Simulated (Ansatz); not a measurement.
**C₂H₆O₂Sn: from a rough start to a stationary point**

What shape does C₂H₆O₂Sn take? The plan is to relax it, then compute its harmonic vibrations to see whether it is a minimum and to get the zero-point energy and entropy, and look at its orbitals and charge.

Program: Ansatz 0.2.0, Gaussian basis. Level of theory: RKS PBE0-D4/def2-TZVP. These are calculated values, not measurements.

The runs, in order: relaxation at PBE-D4/def2-SVP; relaxation at PBE0-D4/def2-TZVP; harmonic vibrations at the same level; a single point in def2-TZVPP for the fields.

## (1) Where the work starts

11 atoms, charge 0, spin multiplicity 1.

Atoms are counted from 1 here; the program's logs count them from 0.

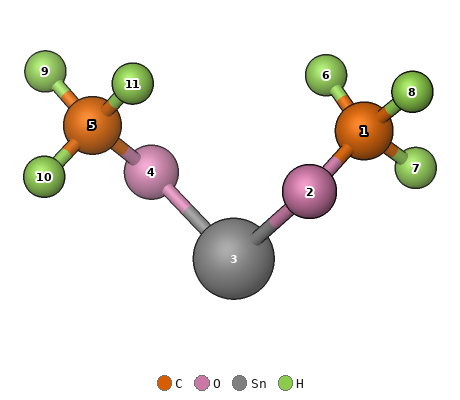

As it starts; carbon orange, oxygen pink, tin grey, hydrogen green; atoms are numbered from 1 in the order of the file.

The start is a force-field geometry with small random shifts, so a cheaper pass at PBE-D4/def2-SVP comes first. Sn takes the def2 core potential; no spin-orbit term is included.

## (2) Relaxation at PBE-D4/def2-SVP (cheap first pass)

Contents of in.yaml:

```yaml
crystal:
  periodic: [false, false, false]
  atoms:
    - {symbol: C, position_ang: [-0.528400, 1.639700, -0.884300]}
    - {symbol: O, position_ang: [0.751400, 1.446500, -0.531200]}
    - {symbol: Sn, position_ang: [1.190500, -0.387900, -1.153900]}
    - {symbol: O, position_ang: [0.120500, -1.705300, -0.234300]}
    - {symbol: C, position_ang: [0.285200, -1.617500, 1.128600]}
    - {symbol: H, position_ang: [-1.258300, 0.981100, -0.393000]}
    - {symbol: H, position_ang: [-0.672300, 1.632900, -1.996000]}
    - {symbol: H, position_ang: [-0.821500, 2.723700, -0.578000]}
    - {symbol: H, position_ang: [-0.354300, -2.327500, 1.717400]}
    - {symbol: H, position_ang: [1.345000, -1.846900, 1.408000]}
    - {symbol: H, position_ang: [0.007400, -0.595800, 1.537300]}
basis:
  gaussian: {orbitals: def2-SVP}
hamiltonian: {xc: pbe, dispersion: d4}
relax: {f_tol: 0.03, max_steps: 200}
```

Started as:

```
ansatz run in.yaml --threads 4 --pin off --events-out ev --progress --plain --max-ram 10444MiB
```

Log, shortened:

```text
Functional definition: PBE
  name "PBE"
  cite "Perdew, Burke & Ernzerhof, Phys. Rev. Lett. 77, 3865 (1996) doi:10.1103/PhysRevLett.77.3865"
  parent pbe
[...]
1241 factors; their error is unknown
[...]
mean field -12084.55568546 eV, -444.0992302348 hartree, gradient 5.2e-5 eV, S^2 0.000000; 0 other end points of the search recorded, 0 dependent functions left out
[...]
reference -12084.55572028 eV, -444.0992315142 hartree; 28, 28 occupied and 84, 84 virtual orbitals, 1241 factors
relax step   1: F+E_penalty+E_count = -12084.79265506 eV  Δ(F+E_penalty+E_count) = +0.000e0 eV  max|allowed force component| = 3.090e0 eV/Å  Δτ_max = 0.0000 Å  (29 SCF iters, accepted)
[...]
relax step   4: F+E_penalty+E_count = -12085.68593020 eV  Δ(F+E_penalty+E_count) = -8.833e-2 eV  max|allowed force component| = 9.838e-1 eV/Å  Δτ_max = 0.1925 Å  (35 SCF iters, accepted)
[...]
relax step   7: F+E_penalty+E_count = -12085.89641182 eV  Δ(F+E_penalty+E_count) = -3.522e-2 eV  max|allowed force component| = 1.433e-1 eV/Å  Δτ_max = 0.1999 Å  (35 SCF iters, accepted)
[...]
relax step  10: F+E_penalty+E_count = -12085.92184527 eV  Δ(F+E_penalty+E_count) = -9.812e-5 eV  max|allowed force component| = 3.356e-1 eV/Å  Δτ_max = 0.1600 Å  (31 SCF iters, accepted)
[...]
relax step  12: F+E_penalty+E_count = -12085.93917605 eV  Δ(F+E_penalty+E_count) = -9.102e-4 eV  max|allowed force component| = 9.644e-3 eV/Å  Δτ_max = 0.0228 Å  (31 SCF iters, accepted)
[...]
relax step  13: F+E_penalty+E_count = -12085.93926333 eV  Δ(F+E_penalty+E_count) = -8.728e-5 eV  max|allowed force component| = 8.964e-3 eV/Å  Δτ_max = 0.0222 Å  (32 SCF iters, accepted)
1241 factors; their error is unknown
[...]
mean field -12085.70535664 eV, -444.1414798712 hartree, gradient 2.3e-5 eV, S^2 0.000000; 1 other end points of the search recorded, 0 dependent functions left out
[...]
reference -12085.70539229 eV, -444.1414811813 hartree; 28, 28 occupied and 84, 84 virtual orbitals, 1241 factors
Total energy: -12085.93929898 eV, -444.1500770937 hartree
Atom 0 at    -0.658573     1.467177    -0.810958 Å, force     0.005913     0.007763     0.005315 eV/Å
Atom 1 at     0.429484     1.044679    -1.590008 Å, force    -0.006100    -0.007050     0.002559 eV/Å
Atom 2 at     1.683517    -0.549726    -1.568838 Å, force     0.008964    -0.001528    -0.002521 eV/Å
Atom 3 at     1.179402    -1.572658     0.109797 Å, force    -0.007605     0.004063    -0.004986 eV/Å
Atom 4 at     0.288587    -1.354500     1.171872 Å, force    -0.005000     0.000263     0.000316 eV/Å
Atom 5 at    -1.225190     0.634250    -0.332651 Å, force    -0.002359     0.000374    -0.000012 eV/Å
Atom 6 at    -1.380006     2.034543    -1.444602 Å, force     0.003498    -0.003913     0.002929 eV/Å
Atom 7 at    -0.337545     2.156640     0.007041 Å, force    -0.002710    -0.004574    -0.003211 eV/Å
Atom 8 at    -0.750000    -1.683627     0.925353 Å, force     0.006293     0.000069    -0.001248 eV/Å
Atom 9 at     0.610569    -1.945937     2.060546 Å, force     0.001595     0.003351    -0.001295 eV/Å
Atom 10 at     0.224954    -0.287841     1.493048 Å, force    -0.002490     0.001182     0.002154 eV/Å
Dipole moment:    -0.057564     0.018572     0.049472 e Å
```

It took 13 s on 4 threads of AMD EPYC 9R14, shared host.

The steps of the relaxation:

```csv
step,energy from step 1 (eV),largest force component (eV/Å)
1,0.0000,3.0903
2,-0.6282,0.9843
3,-0.8049,0.4685
4,-0.8933,0.9838
5,-1.0162,0.2972
6,-1.0685,0.1874
7,-1.1038,0.1433
8,-1.1192,0.3583
9,-1.1291,0.2528
10,-1.1292,0.3356
11,-1.1456,0.0646
12,-1.1465,0.0096
13,-1.1466,0.0090
```

The force was under the threshold of 0.03 eV/Å already at step 12, but the program went on to step 13.

Close pairs (by a distance rule), those that changed most:

```csv
bond,before (Å),after (Å),change (Å)
Sn3–O4,1.930,2.029,+0.099
C1–O2,1.342,1.403,+0.062
C1–H8,1.164,1.117,-0.047
O2–Sn3,1.986,2.029,+0.042
O4–C5,1.376,1.403,+0.028
C5–H11,1.135,1.116,-0.019
C1–H6,1.099,1.115,+0.016
C1–H7,1.121,1.115,-0.006
```

## (3) Optimising with PBE0-D4/def2-TZVP

Contents of in.yaml:

```yaml
crystal:
  periodic: [false, false, false]
  atoms:
    - {symbol: C, position_ang: [-0.658573, 1.467177, -0.810958]}
    - {symbol: O, position_ang: [0.429484, 1.044679, -1.590008]}
    - {symbol: Sn, position_ang: [1.683517, -0.549726, -1.568838]}
    - {symbol: O, position_ang: [1.179402, -1.572658, 0.109797]}
    - {symbol: C, position_ang: [0.288587, -1.354500, 1.171872]}
    - {symbol: H, position_ang: [-1.225190, 0.634250, -0.332651]}
    - {symbol: H, position_ang: [-1.380006, 2.034543, -1.444602]}
    - {symbol: H, position_ang: [-0.337545, 2.156640, 0.007041]}
    - {symbol: H, position_ang: [-0.750000, -1.683627, 0.925353]}
    - {symbol: H, position_ang: [0.610569, -1.945937, 2.060546]}
    - {symbol: H, position_ang: [0.224954, -0.287841, 1.493048]}
basis:
  gaussian: {orbitals: def2-TZVP}
hamiltonian: {xc: pbe0, dispersion: d4}
relax: {f_tol: 0.005, max_steps: 150}
```

Launched as before.

Log, shortened:

```text
Functional definition: PBE0
  name "PBE0"
  cite "Adamo & Barone, J. Chem. Phys. 110, 6158 (1999) doi:10.1063/1.478522"
  cite "Perdew, Burke & Ernzerhof, Phys. Rev. Lett. 77, 3865 (1996) doi:10.1103/PhysRevLett.77.3865"
  parent pbe
[...]
1387 factors; their error is unknown
[...]
mean field -12093.65152597 eV, -444.4334962079 hartree, gradient 2.7e-5 eV, S^2 0.000000; 0 other end points of the search recorded, 0 dependent functions left out
[...]
reference -12093.65156339 eV, -444.4334975833 hartree; 28, 28 occupied and 182, 182 virtual orbitals, 1387 factors
relax step   1: F+E_penalty+E_count = -12093.85194850 eV  Δ(F+E_penalty+E_count) = +0.000e0 eV  max|allowed force component| = 8.254e-1 eV/Å  Δτ_max = 0.0000 Å  (31 SCF iters, accepted)
[...]
Atom 1 at     0.479342     1.037159    -1.510929 Å, force    -0.000770     0.001172     0.000090 eV/Å
Atom 2 at     1.653353    -0.549757    -1.552307 Å, force     0.000023    -0.000178     0.000151 eV/Å
Atom 3 at     1.089335    -1.562253     0.046166 Å, force     0.000269    -0.000422     0.000359 eV/Å
Atom 4 at     0.275329    -1.294597     1.152838 Å, force    -0.000047     0.000629    -0.001089 eV/Å
Atom 5 at    -1.254211     0.556648    -0.452409 Å, force    -0.000052     0.000477     0.000170 eV/Å
Atom 6 at    -1.291968     2.048972    -1.404991 Å, force     0.000357    -0.000741     0.000766 eV/Å
Atom 7 at    -0.378163     1.991700     0.109856 Å, force    -0.000381    -0.000294    -0.000229 eV/Å
Atom 8 at    -0.755298    -1.626906     0.976684 Å, force    -0.000579     0.000030     0.000182 eV/Å
Atom 9 at     0.656268    -1.841129     2.022861 Å, force     0.000201    -0.000390     0.000443 eV/Å
Atom 10 at     0.245156    -0.230149     1.413551 Å, force     0.000148     0.000140    -0.000006 eV/Å
Dipole moment:    -0.027931     0.009264     0.026235 e Å
```

Wall time 34 s (4 threads of AMD EPYC 9R14, shared host); peak memory 0.61 GiB.

Along the way:

```csv
step,energy from step 1 (eV),largest force component (eV/Å)
1,0.0000,0.8254
2,-0.0880,0.2562
3,-0.0949,0.0448
4,-0.0953,0.0188
5,-0.0955,0.0178
6,-0.0957,0.0279
7,-0.0959,0.0284
8,-0.0960,0.0143
9,-0.0961,0.0107
10,-0.0961,0.0071
11,-0.0961,0.0033
12,-0.0961,0.0012
```

The force was under the threshold of 0.005 eV/Å already at step 11, but the program went on to step 12.

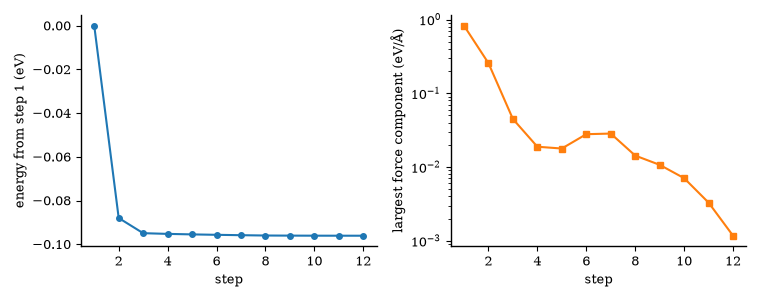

Energy and force, step by step.

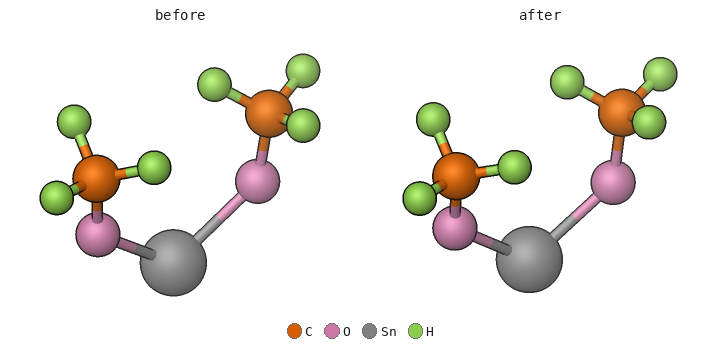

The geometry before (left) and after (right).

Close pairs (by a distance rule), those that changed most:

```csv
bond,before (Å),after (Å),change (Å)
Sn3–O4,2.029,1.974,-0.055
O2–Sn3,2.029,1.974,-0.054
C5–H9,1.117,1.097,-0.020
C1–H8,1.117,1.097,-0.020
C1–H7,1.115,1.096,-0.019
C5–H11,1.116,1.096,-0.019
C5–H10,1.115,1.096,-0.019
C1–H6,1.115,1.096,-0.019
```

Mulliken charges at the end point, from the run's report:

```csv
atom,value (e)
C1,-0.20
O2,-0.54
Sn3,0.78
O4,-0.54
C5,-0.20
H6,0.11
H7,0.12
H8,0.11
H9,0.11
H10,0.12
H11,0.11
```

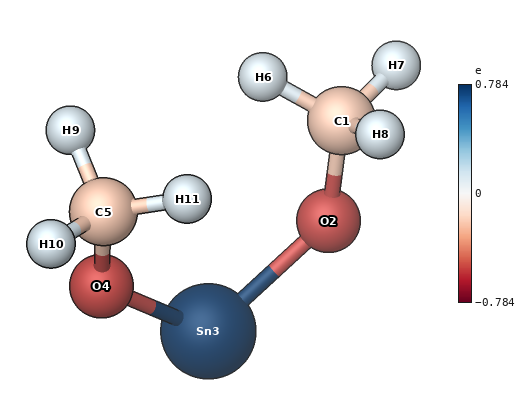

Mulliken charges at the end point, from the run's report, as colours on the atoms.

## (4) Harmonic vibrations

Contents of in.yaml:

```yaml
crystal:
  periodic: [false, false, false]
  atoms:
    - {symbol: C, position_ang: [-0.653943, 1.413312, -0.780719]}
    - {symbol: O, position_ang: [0.479342, 1.037159, -1.510929]}
    - {symbol: Sn, position_ang: [1.653353, -0.549757, -1.552307]}
    - {symbol: O, position_ang: [1.089335, -1.562253, 0.046166]}
    - {symbol: C, position_ang: [0.275329, -1.294597, 1.152838]}
    - {symbol: H, position_ang: [-1.254211, 0.556648, -0.452409]}
    - {symbol: H, position_ang: [-1.291968, 2.048972, -1.404991]}
    - {symbol: H, position_ang: [-0.378163, 1.991700, 0.109856]}
    - {symbol: H, position_ang: [-0.755298, -1.626906, 0.976684]}
    - {symbol: H, position_ang: [0.656268, -1.841129, 2.022861]}
    - {symbol: H, position_ang: [0.245156, -0.230149, 1.413551]}
basis:
  gaussian: {orbitals: def2-TZVP}
hamiltonian: {xc: pbe0, dispersion: d4}
phonons: {temperatures: {t_min: 298.15, t_max: 900, t_step: 200}}
```

The command is unchanged.

Log, shortened:

```text
Functional definition: PBE0
  name "PBE0"
  cite "Adamo & Barone, J. Chem. Phys. 110, 6158 (1999) doi:10.1063/1.478522"
  cite "Perdew, Burke & Ernzerhof, Phys. Rev. Lett. 77, 3865 (1996) doi:10.1103/PhysRevLett.77.3865"
  parent pbe
[...]
1387 factors; their error is unknown
[...]
mean field -12093.74230619 eV, -444.4368323194 hartree, gradient 1.8e-5 eV, S^2 0.000000; 0 other end points of the search recorded, 0 dependent functions left out
[...]
reference -12093.74234274 eV, -444.4368336629 hartree; 28, 28 occupied and 182, 182 virtual orbitals, 1387 factors
[...]
1387 factors; their error is unknown
mean field -12093.74213450 eV, -444.4368260100 hartree, gradient 3.0e-6 eV, S^2 0.000000; 0 other end points of the search recorded, 0 dependent functions left out
[...]
reference -12093.74217108 eV, -444.4368273542 hartree; 28, 28 occupied and 182, 182 virtual orbitals, 1387 factors
[...]
Atom 4 at     0.275329    -1.294597     1.152838 Å, force    -0.000065     0.000660    -0.001110 eV/Å
Atom 5 at    -1.254211     0.556648    -0.452409 Å, force    -0.000056     0.000481     0.000165 eV/Å
Atom 6 at    -1.291968     2.048972    -1.404991 Å, force     0.000357    -0.000747     0.000766 eV/Å
Atom 7 at    -0.378163     1.991700     0.109856 Å, force    -0.000380    -0.000298    -0.000235 eV/Å
Atom 8 at    -0.755298    -1.626906     0.976684 Å, force    -0.000567     0.000027     0.000185 eV/Å
Atom 9 at     0.656268    -1.841129     2.022861 Å, force     0.000205    -0.000400     0.000444 eV/Å
Atom 10 at     0.245156    -0.230149     1.413551 Å, force     0.000153     0.000125    -0.000023 eV/Å
Dipole moment:    -0.027931     0.009264     0.026236 e Å
Vibrations: 53.02 97.20 106.46 125.22 143.86 161.87 273.24 489.95 505.02 1117.17 1142.58 1169.52 1171.61 1186.03 1186.19 1467.87 1476.82 1480.79 1492.52 1498.52 1500.23 2995.30 3000.86 3057.42 3060.86 3065.58 3070.79 cm⁻¹, zero-point energy 2.237697 eV
```

Run time: 2 min. Hardware: 4 threads of AMD EPYC 9R14, shared host; peak memory 0.62 GiB.

Motions are named by where the mode's potential energy lies. The modes, unscaled (a negative number is an imaginary wavenumber):

```csv
mode,cm⁻¹,motion
1,53,torsion
2,97,torsion
3,106,torsion with bend
4,125,bend with torsion
5,144,torsion with bend
6,162,torsion with bend
7,273,bend
8,490,Sn–O stretch
9,505,Sn–O stretch
10,1117,C–O stretch
11,1143,C–O stretch
12,1170,bend
13,1172,bend
14,1186,bend
15,1186,bend
16,1468,bend
17,1477,bend
18,1481,bend
19,1493,bend
20,1499,bend
21,1500,bend
22,2995,C–H stretch
23,3001,C–H stretch
24,3057,C–H stretch
25,3061,C–H stretch
26,3066,C–H stretch
27,3071,C–H stretch
```

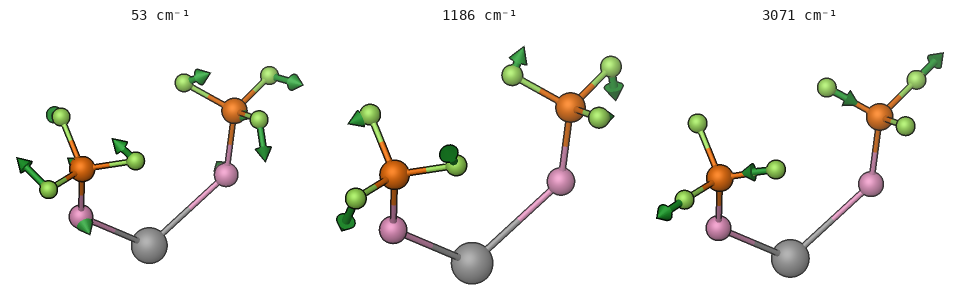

Displacements of 3 modes, as arrows.

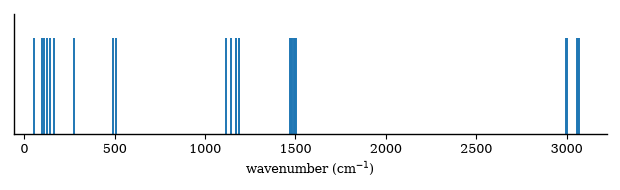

The harmonic wavenumbers as sticks (no intensities were computed).

Ideal gas, rigid rotor and harmonic oscillator at 298.15 K and 1 bar, with symmetry number 2:

```csv
term,value
zero-point energy,51.6 kcal/mol
H(298) − E,57.3 kcal/mol
"entropy, translation",173.7 J/(mol K)
"entropy, rotation",110.4 J/(mol K)
"entropy, vibration",96.7 J/(mol K)
"entropy, total",380.8 J/(mol K)
```

## (5) Orbitals, density and potential

Changes to in.yaml since step 4:

```diff
@@ -15,4 +15,4 @@
 basis:
-  gaussian: {orbitals: def2-TZVP}
+  gaussian: {orbitals: def2-TZVPP}
 hamiltonian: {xc: pbe0, dispersion: d4}
-phonons: {temperatures: {t_min: 298.15, t_max: 900, t_step: 200}}
+output: {orbitals: {seedname: orbitals}}
```

Same command.

Log:

```text
Functional definition: PBE0
  name "PBE0"
  cite "Adamo & Barone, J. Chem. Phys. 110, 6158 (1999) doi:10.1063/1.478522"
  cite "Perdew, Burke & Ernzerhof, Phys. Rev. Lett. 77, 3865 (1996) doi:10.1103/PhysRevLett.77.3865"
  parent pbe
  parameter a = 0.25
  parameter kappa = 0.804
  parameter beta = 0.06672455060314922
  exchange = (1 - a)*pbe_x(kappa = kappa, mu = beta*pi^2/3) + a*exact_x
  correlation = pbe_c(beta = beta)
1477 factors; their error is unknown
mean field evaluation 1: about -12080.9030 eV, gradient 8.0e1 eV
mean field evaluation 2: about -12029.8613 eV, gradient 1.7e2 eV
mean field evaluation 4: about -12093.5462 eV, gradient 9.4e0 eV
mean field evaluation 8: about -12093.7203 eV, gradient 1.6e-1 eV
mean field evaluation 16: about -12093.7990 eV, gradient 3.6e-4 eV
mean field -12093.79900339 eV, -444.4389159032 hartree, gradient 5.3e-5 eV, S^2 0.000000; 0 other end points of the search recorded, 0 dependent functions left out
reference -12093.79904078 eV, -444.4389172773 hartree; 28, 28 occupied and 230, 230 virtual orbitals, 1477 factors
Total energy: -12094.00478757 eV, -444.4464783325 hartree
```

It took 2.4 s on 4 threads of AMD EPYC 9R14, shared host; peak memory 0.68 GiB.

Orbitals, density, ELF and potential are computed afterwards from the orbital file.

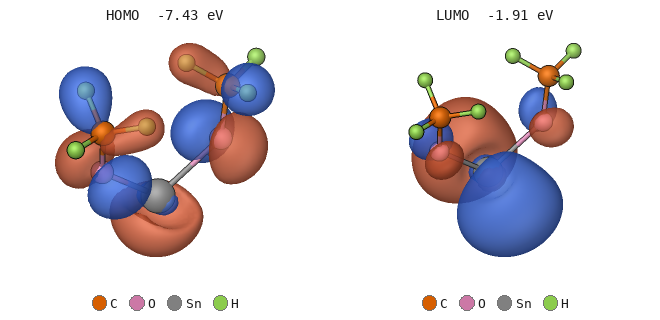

PBE0-D4/def2-TZVPP orbitals near the gap, drawn at the value that encloses 70 % of each; the two colours are the two signs.

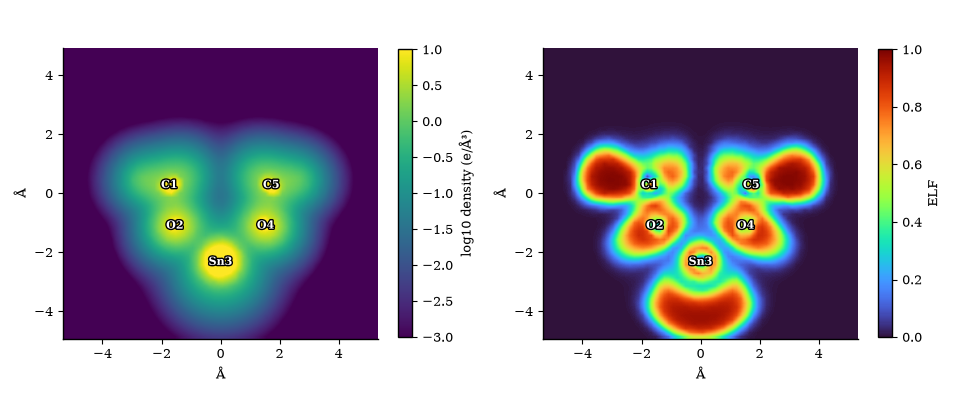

Density (left) and ELF (right) in a plane through or near 5 of the atoms.

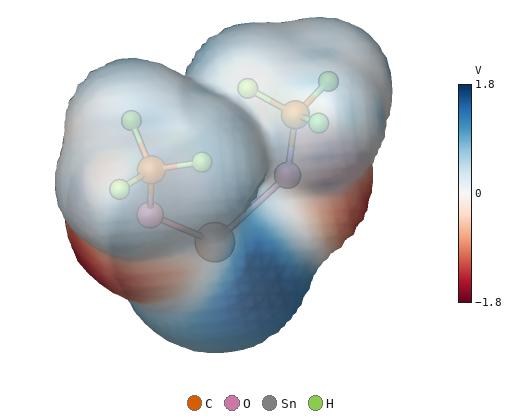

Electrostatic potential on the surface of density 0.002 e/bohr³; red is low, blue high. It runs from -1.34 V near O2 to 1.80 V near Sn3.

## (6) What came out

| quantity | value |
| --- | --- |
| point group | C2 |
| steps | 13 + 12 |
| shift from the start (rms) | 0.818 Å |
| total energy | -12093.9481 eV |
| dispersion term | -206 meV |
| dipole moment | 0.19 D |
| lowest, highest wavenumber | 53, 3071 cm⁻¹ |
| zero-point energy | 51.6 kcal/mol |
| entropy at 298.15 K | 380.8 J/(mol K) |
| HOMO, LUMO | -7.43, -1.91 eV |

**Reading.** The relaxed geometry lies 0.82 Å (rms) from the start; the bond that changed most is C1–H8, from 1.164 to 1.097 Å. No mode is imaginary: a true minimum at this level. The stiffest mode, 3071 cm⁻¹, is a C–H stretch, and 6 modes under 200 cm⁻¹ make the vibrational entropy uncertain. Harmonic hybrid wavenumbers usually lie a few per cent above measured fundamentals. The largest Mulliken charge, +0.78 e, sits on Sn3. The HOMO lies mostly on O2, O4 about 30 % each; Sn3 17 % and the LUMO on Sn3 75 %; O2, O4 about 10 % each.
